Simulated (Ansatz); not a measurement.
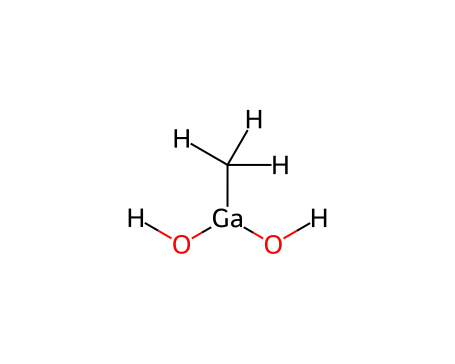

(Drawn from a calculation with Ansatz.)

Skeletal drawing of a molecule.

> Write the SMILES.

[CH3][Ga]([OH])[OH]

> What is the molecular formula?

CH5GaO2.

> An optimisation with PBE0-D4/def2-TZVP gave a structure of which point group?

Cs.
